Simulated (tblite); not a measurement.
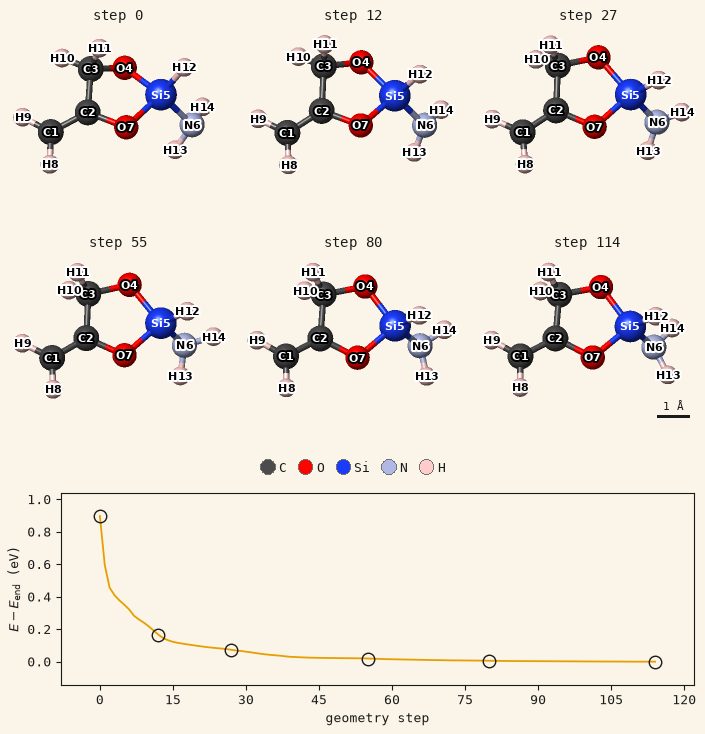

Frames of a relaxation of C₃H₇NO₂Si, marked on the history of the run. The picture is a ball-and-stick view, seen at a tilt.

Method: GFN2-xTB geometry optimisation, gas phase in tblite. 

Question: What happens along the run?

Answer: Over 114 geometry steps the energy falls by 0.897 eV. The largest moves after the best rigid fit, 0.75 Å, are those of H12 and H13. By element the largest moves are H 0.75 Å, O 0.56 Å, N 0.46 Å, C 0.27 Å, Si 0.17 Å. Among the contacts that change: Si5–O7 1.752 → 1.649 Å, O4–Si5 1.732 → 1.636 Å, Si5–N6 1.794 → 1.718 Å, N6–H14 1.050 → 1.007 Å. Bond angles that change, for instance: C3–O4–Si5 99.7° → 111.5°, C2–O7–Si5 102.9° → 111.6°, O7–Si5–H12 114.5° → 107.9°. Groups turn about C2–C3 by about 50°, C3–O4 by about 45°, O4–Si5 by about 25°. From step 0 to 12: H11 moves most (0.34 Å), energy −0.731 eV. From step 12 to 27: H11 moves most (0.30 Å), energy −0.093 eV. From step 27 to 55: N6 moves most (0.24 Å), energy −0.054 eV. From step 55 to 80: H13 moves most (0.38 Å), energy −0.014 eV. From step 80 to 114: H14 moves most (0.30 Å), energy −0.006 eV.

| step | E − E(0), eV |
| --- | --- |
| 0 | 0.0000 |
| 1 | -0.3017 |
| 2 | -0.4413 |
| 3 | -0.4874 |
| 4 | -0.5194 |
| 5 | -0.5459 |
| 6 | -0.5752 |
| 7 | -0.6141 |
| 8 | -0.6369 |
| 9 | -0.6561 |
| 10 | -0.6789 |
| 15 | -0.7747 |
| 21 | -0.8037 |
| 26 | -0.8198 |
| 32 | -0.8440 |
| 37 | -0.8604 |
| 43 | -0.8723 |
| 48 | -0.8748 |
| 54 | -0.8770 |
| 59 | -0.8817 |
| 65 | -0.8852 |
| 70 | -0.8878 |
| 76 | -0.8901 |
| 81 | -0.8919 |
| 87 | -0.8937 |
| 92 | -0.8944 |
| 98 | -0.8954 |
| 103 | -0.8962 |
| 109 | -0.8969 |
| 114 | -0.8972 |
